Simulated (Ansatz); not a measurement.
Effect of Zn vacancy on ZnSe

Take an 8-atom supercell of ZnSe in the zinc blende structure (space group F-43m, No. 216; a = 5.733 Å) at its relaxed geometry as the base.

The change: a neutral Zn vacancy, atoms relaxed at fixed cell, starting from a slightly rattled geometry.

Computed with PBE in Ansatz (plane waves to 420 eV, PAW, without spin-orbit coupling), earlier PAW set. k-mesh 4×4×4 (Γ-centred); smearing 0.01 eV (Fermi–Dirac).

The pressure goes from zero to -2.1 GPa and the largest displacement of a host atom from its site in the perfect cell comes out as 0.00 Å. The mean distance from the defect site to its nearest host atoms remains 2.48 Å.

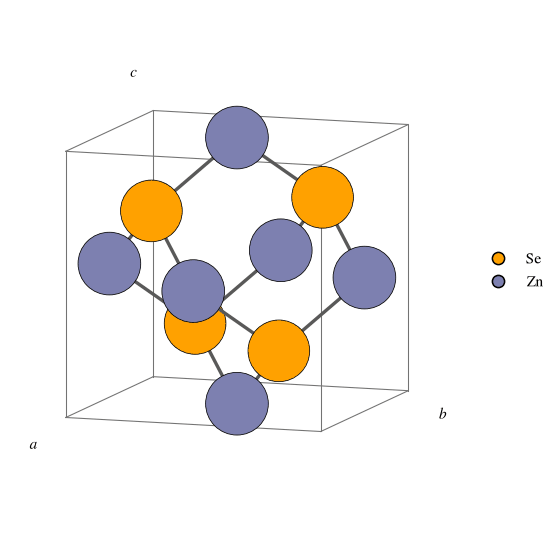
The relaxed cell after the change

Other magnetic orders, which the real material may have, were not ruled out. The cell is small, so the values are those of an ordered compound at a high defect concentration; dilute-limit values will differ. A case with no gap was solved on a k-mesh chosen for an insulator, which is coarse for it. The defect cell is spin-polarised and ends with 0.7 μB, a fractional moment that hangs on the mesh and smearing.

Ansatz is an electronic-structure program.
